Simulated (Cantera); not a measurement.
Feed: 1 mol SiCl4, 34 mol H2, equilibrated at 150 Pa.

Cantera equilibrium calculation (NASA polynomials, part measured and part estimated; ideal gas, pure solids and liquids). Candidate condensed phases: Si; 19 gas species. The tables' values for SiCl3, SiCl are old estimates; treat these amounts as uncertain. Gases not in the tables: Si2H6 and higher silanes. Rates play no part.

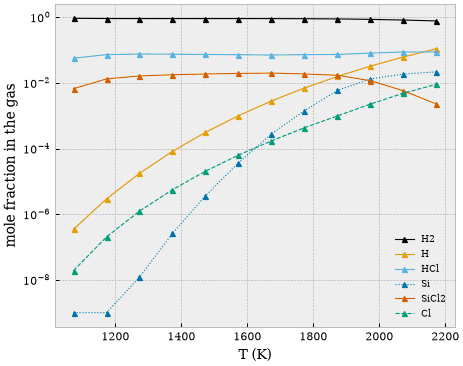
Fig. 1. Equilibrium gas composition (values under 1e-9 drawn at 1e-9)

From 1073 K to 1673 K the condensed part is Si(s). From 1773 K to 1873 K the condensed part is Si(l). From 1973 K to 2173 K nothing is condensed. The main Si-bearing gas is SiCl4 at 1073 K and Si at 2173 K.
